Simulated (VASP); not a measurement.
Band structure of MgB₂ (AlB2 type). Calculation: PBE GGA with D4 dispersion, VASP's PBE PAW potentials (set 64) (plane waves; VASP).

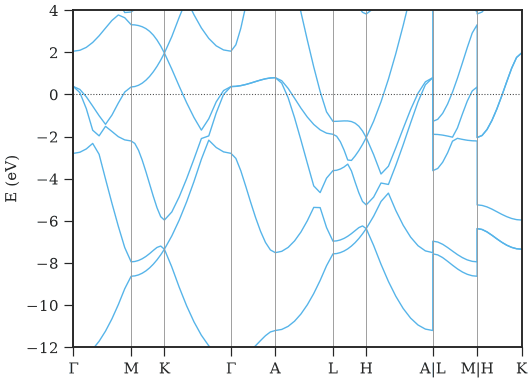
Fig. 1. Bands along high-symmetry lines, zero at the valence-band maximum or, without a gap, the Fermi level

Task: Read the plot: is there a gap, and where are the band edges?

Result: It has no gap at this level: it comes out as a metal or semimetal. (Edges off the drawn lines would not show.)

The compound is MgB2 in the AlB2 type structure. It was relaxed first.
